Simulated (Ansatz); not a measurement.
**Response to strain in SiO2**

Consider SiO₂ (space group P3_221, No. 154; a = 4.8658 Å, c = 5.3652 Å). Axes: x lies along a and z along c of the hexagonal cell.

Strains are applied to the cell and any free atomic positions relax.

The values are results of Kohn–Sham DFT with the LDA functional, run in Ansatz (a program for electronic structure) with PAW and 420 eV plane waves, without spin-orbit coupling, not measurements.

Notes on the quantities. energy relative to the base: free energy F.

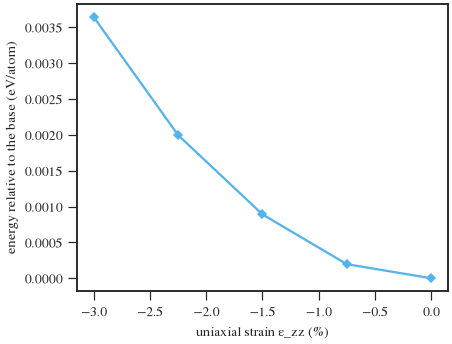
Figure: Energy relative to the base against uniaxial strain ε_zz

```csv
uniaxial strain ε_zz (%),energy relative to the base
-3,+3.6 meV/atom
-2.25,+2.0 meV/atom
-1.5,+0.9 meV/atom
-0.75,+0.2 meV/atom
```

Whether these cells are dynamically stable was not tested.
